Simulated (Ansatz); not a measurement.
Run report: C$_{3}$H$_{9}$GeNO, frequency calculation

System: C$_{3}$H$_{9}$GeNO, SMILES CC(C)[O][Ge][NH2].
Method: RKS PBE0-D4/def2-TZVP (Ansatz 0.2.0).

The geometry comes from this level: PBE0-D4/def2-TZVP. Figures and captions count atoms from 1; the log counts them from 0 in places.

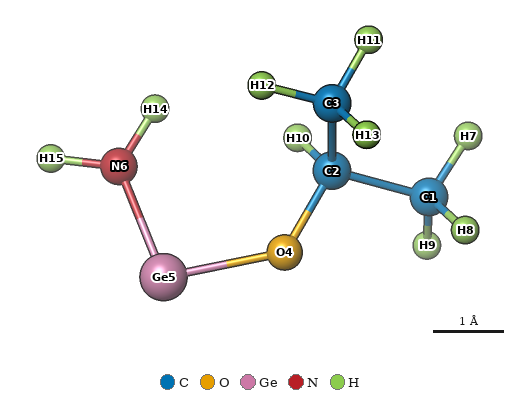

*The structure (ball-and-stick view, seen at a tilt; atoms are numbered from 1 in the order of the input). Sticks mark near contacts.*

Summary

| quantity | value |
| --- | --- |
| outcome | converged |
| total energy | −63302.2111 eV |
| mean-field energy | −63301.9122 eV |
| dispersion energy | −0.2989 eV |
| largest force (length of the vector) | 0.005 eV/Å |
| dipole moment | 2.16 D |
| hardware | 4 threads of Arm Neoverse V2, 23 GiB of memory available, shared host |
| wall time | 6.3 min (CPU time 24 min) |
| peak memory | 0.91 GiB |

Input
```yaml
crystal:
  periodic: [false, false, false]
  atoms:
    - {symbol: C, position_ang: [-0.613394, -0.957180, 1.638116]}
    - {symbol: C, position_ang: [-0.149670, -0.234987, 0.389096]}
    - {symbol: C, position_ang: [0.523915, -1.176266, -0.593341]}
    - {symbol: O, position_ang: [0.746443, 0.783958, 0.781745]}
    - {symbol: Ge, position_ang: [1.112630, 2.340385, -0.022010]}
    - {symbol: N, position_ang: [0.040642, 2.215225, -1.499581]}
    - {symbol: H, position_ang: [-1.329331, -1.744791, 1.389777]}
    - {symbol: H, position_ang: [0.241294, -1.410367, 2.146199]}
    - {symbol: H, position_ang: [-1.089690, -0.258410, 2.327947]}
    - {symbol: H, position_ang: [-1.033744, 0.211187, -0.092594]}
    - {symbol: H, position_ang: [-0.159289, -1.970736, -0.904638]}
    - {symbol: H, position_ang: [0.857441, -0.640270, -1.484771]}
    - {symbol: H, position_ang: [1.398270, -1.635517, -0.125469]}
    - {symbol: H, position_ang: [-0.563930, 1.451963, -1.760910]}
    - {symbol: H, position_ang: [-0.003488, 2.975006, -2.160164]}
basis:
  gaussian: {orbitals: def2-TZVP}
hamiltonian: {xc: pbe0, dispersion: d4}
phonons: {temperatures: {t_min: 298.15, t_max: 900, t_step: 200}}
```

Launch command:
```bash
ansatz run in.yaml --threads 4 --pin off --events-out ev --progress --plain --max-ram 11315MiB
```

Output
```
Functional definition: PBE0
  name "PBE0"
  cite "Adamo & Barone, J. Chem. Phys. 110, 6158 (1999) doi:10.1063/1.478522"
  cite "Perdew, Burke & Ernzerhof, Phys. Rev. Lett. 77, 3865 (1996) doi:10.1103/PhysRevLett.77.3865"
  parent pbe
  parameter a = 0.25
  parameter kappa = 0.804
  parameter beta = 0.06672455060314922
  exchange = (1 - a)*pbe_x(kappa = kappa, mu = beta*pi^2/3) + a*exact_x
  correlation = pbe_c(beta = beta)
1643 factors; their error is unknown
mean field evaluation 1: about -63284.4550 eV, gradient 9.2e1 eV
mean field evaluation 2: about -63251.8624 eV, gradient 1.5e2 eV
mean field evaluation 4: about -63301.4529 eV, gradient 1.0e1 eV
mean field evaluation 8: about -63301.6541 eV, gradient 2.5e-1 eV
mean field evaluation 16: about -63301.9122 eV, gradient 4.0e-4 eV
mean field -63301.91218937 eV, -2326.3023653824 hartree, gradient 5.5e-5 eV, S^2 0.000000; 0 other end points of the search recorded, 0 dependent functions left out
the calculation of the forces begins
reference -63301.91222370 eV, -2326.3023666439 hartree; 37, 37 occupied and 220, 220 virtual orbitals, 1643 factors
these checks for a lower state are left out or cut short: stability, starts, cluster_reference, orbital_swaps, neighbouring_geometries, increment
1643 factors; their error is unknown
mean field -63301.91199513 eV, -2326.3023582441 hartree, gradient 1.6e-6 eV, S^2 0.000000; 0 other end points of the search recorded, 0 dependent functions left out
[... from here on the field's lines of each further geometry are left out, up to the last ...]
the calculation of the forces begins
reference -63301.91214660 eV, -2326.3023638105 hartree; 37, 37 occupied and 220, 220 virtual orbitals, 1643 factors
these checks for a lower state are left out or cut short: stability, starts, cluster_reference, orbital_swaps, neighbouring_geometries, increment
1643 factors; their error is unknown
mean field -63301.91213466 eV, -2326.3023633717 hartree, gradient 1.6e-6 eV, S^2 0.000000; 0 other end points of the search recorded, 0 dependent functions left out
the calculation of the forces begins
reference -63301.91216899 eV, -2326.3023646333 hartree; 37, 37 occupied and 220, 220 virtual orbitals, 1643 factors
Total energy: -63302.21110277 eV, -2326.3133502471 hartree
Atom 0 at    -0.613394    -0.957180     1.638116 Å, force    -0.000447    -0.000436     0.000069 eV/Å
Atom 1 at    -0.149670    -0.234987     0.389096 Å, force    -0.002416     0.000762    -0.002757 eV/Å
Atom 2 at     0.523915    -1.176266    -0.593341 Å, force     0.001208    -0.001104     0.000029 eV/Å
Atom 3 at     0.746443     0.783958     0.781745 Å, force     0.001942    -0.001036     0.003809 eV/Å
Atom 4 at     1.112630     2.340385    -0.022010 Å, force    -0.001971    -0.002159    -0.003503 eV/Å
Atom 5 at     0.040642     2.215225    -1.499581 Å, force     0.002544     0.003518     0.001103 eV/Å
Atom 6 at    -1.329331    -1.744791     1.389777 Å, force     0.000124     0.000365     0.000482 eV/Å
Atom 7 at     0.241294    -1.410367     2.146199 Å, force    -0.000589     0.000926    -0.000365 eV/Å
Atom 8 at    -1.089690    -0.258410     2.327947 Å, force     0.000118    -0.000159    -0.000463 eV/Å
Atom 9 at    -1.033744     0.211187    -0.092594 Å, force     0.001269    -0.001005     0.000972 eV/Å
Atom 10 at    -0.159289    -1.970736    -0.904638 Å, force     0.000150     0.000741     0.000476 eV/Å
Atom 11 at     0.857441    -0.640270    -1.484771 Å, force    -0.000334     0.000036     0.000736 eV/Å
Atom 12 at     1.398270    -1.635517    -0.125469 Å, force    -0.000327     0.000311    -0.000533 eV/Å
Atom 13 at    -0.563930     1.451963    -1.760910 Å, force     0.001352     0.000459    -0.000270 eV/Å
Atom 14 at    -0.003488     2.975006    -2.160164 Å, force    -0.002623    -0.001219     0.000213 eV/Å
Dipole moment:    -0.267974    -0.029257    -0.360646 e Å
Vibrations: 70.31 98.87 150.15 225.14 254.40 274.76 315.59 373.52 419.33 439.73 471.80 646.24 675.33 705.50 870.57 926.31 944.26 1018.11 1159.18 1164.42 1195.96 1358.95 1374.35 1393.67 1404.07 1470.34 1476.75 1483.69 1499.83 1557.10 2976.28 3045.49 3051.05 3123.18 3127.49 3130.45 3136.95 3581.60 3694.68 cm⁻¹, zero-point energy 3.365266 eV
```

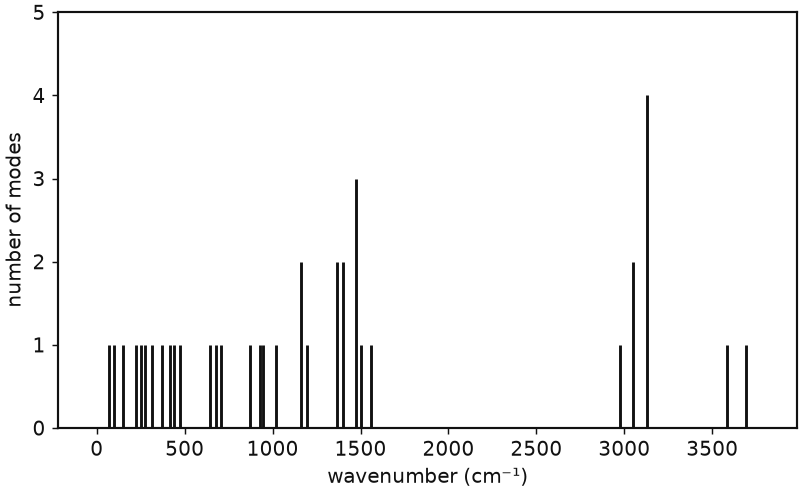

*Harmonic vibrational wavenumbers from the force constants; neighbouring modes closer than 16 cm⁻¹ are counted in one stick.*

39 modes from 70 to 3695 cm⁻¹, none imaginary.

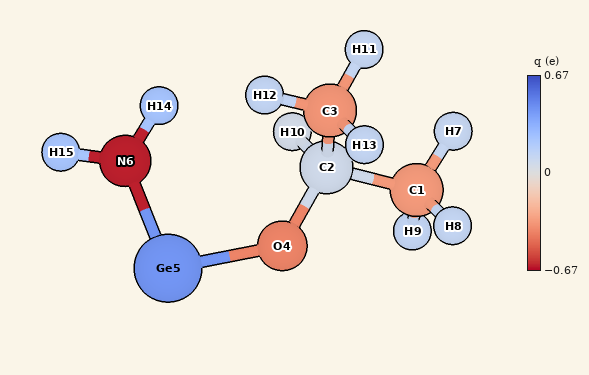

*Mulliken charges, as the colour of each atom (ball-and-stick view, seen at a tilt; atoms are numbered from 1 in the order of the input; Mulliken charges depend strongly on the basis).*

By element: C −0.35 to +0.07, O −0.40, Ge +0.43, N −0.64 and H +0.05 to +0.24 e.
